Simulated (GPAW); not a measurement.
Consider zinc-blende (AlAs)1-x(InAs)x, x = 0.25.

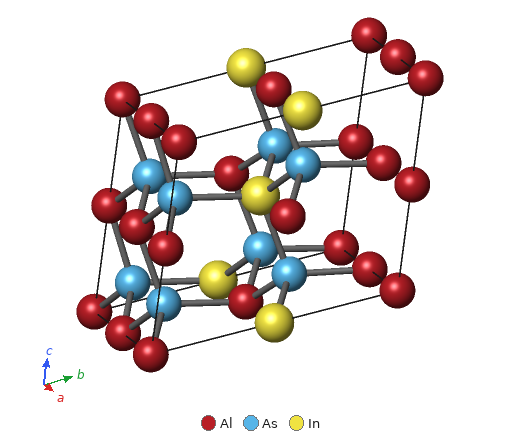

The structure (aluminium red, arsenic blue, indium yellow). Bonds to atoms that aren't drawn are left out. Some periodic images of atoms are drawn too.

```xyz
16
Lattice="0.0000 5.7603 5.7603 5.7603 0.0000 5.7603 5.7603 5.7603 0.0000" Properties=species:S:1:pos:R:3 pbc="T T T"
Al    5.7643    5.7680   11.5134
As    1.3832    1.5032    1.3826
Al    2.8914    8.6370    5.7709
As    4.3225    4.3334    1.4329
In    2.8827    0.0115    2.8918
As    4.3883    1.5174    4.3767
Al    5.7573    8.6448    8.6185
As    7.2040    4.1800    4.3191
Al    0.0086    2.8800    2.8858
As    1.4412    4.3286    4.3144
Al    8.6461    5.7684    8.6407
As    4.2669    7.2649    4.2641
Al    8.6250    8.6365    5.7476
As    4.3062    4.1806    7.2060
In    5.7537    5.7504    5.7630
As    7.2576    7.2565    7.2534
```

Absorber: atom 2, with 3 Al at 2.46 Å and 1 In at 2.60 Å (distorted tetrahedral). Method: GPAW, PBE, excited-electron core hole (neutral cell), 16-atom cell with 8.1 Å between holes, 4×4×4 k points, dipole transitions, Gaussian full width 2.14 eV up to 4 eV, rising linearly to 3.5 eV at 25 eV.

Predict the near-edge structure at the As K edge.

Main maxima up to 27 eV above the zero (height): 4.2 eV (1.39), 6.4 eV (1.37), 12.8 eV (0.94), 17.0 eV (0.94) and 24.6 eV (1.04). A K edge sees empty p states on the absorber. 

The As K spectrum (energy from the bottom of the conduction band, which holds the excited electron; intensity scaled to a mean of 1 over the first 20 eV):

| E (eV) | intensity |
| --- | --- |
| -2.0 | 0.00 |
| -0.5 | 0.08 |
| 1.0 | 0.67 |
| 2.5 | 1.13 |
| 4.0 | 1.39 |
| 5.5 | 1.33 |
| 7.0 | 1.31 |
| 8.5 | 1.06 |
| 10.0 | 0.84 |
| 11.5 | 0.86 |
| 13.0 | 0.93 |
| 14.5 | 0.84 |
| 16.0 | 0.91 |
| 17.5 | 0.93 |
| 19.0 | 0.90 |
| 20.5 | 0.91 |
| 22.0 | 0.91 |
| 23.5 | 1.00 |
| 25.0 | 1.02 |
| 26.5 | 0.86 |
| 28.0 | 0.69 |

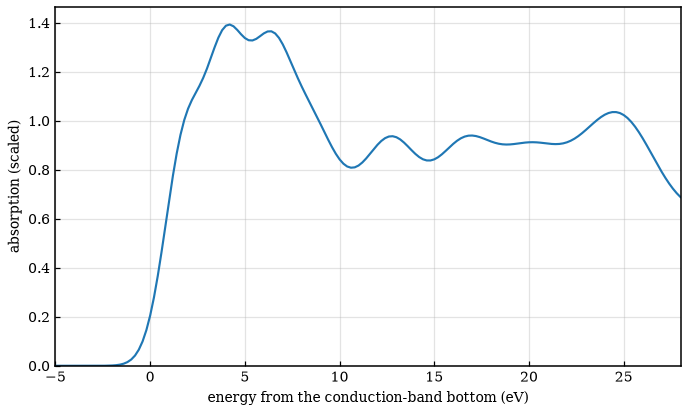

The As K edge.

The script folds with a Gaussian, whereas the core hole's own line is a Lorentzian, so the onset is too steep and the first peak too high.

[Banner, clock and machine lines of the logs are left out without a mark of their own.]

[Logs are printed without paths, hosts, clocks, repeated set-up lines and the standing remarks that a program may print on its own settings, such as how far it seeks lower states.]

[Hosts, paths, dates, database ids (printed as entryN), source tags and the programs' standing remarks are cut or masked in the printed files.]

[Lists of maxima count a maximum above −3 eV only where it reaches 4 % of the highest in the window and stands out from its surroundings by 2 % of it (1.5 % where it reaches 55 %); shoulders and weaker maxima are passed over, and of the rest the first, up to two pre-edge ones and the few strongest are named.]
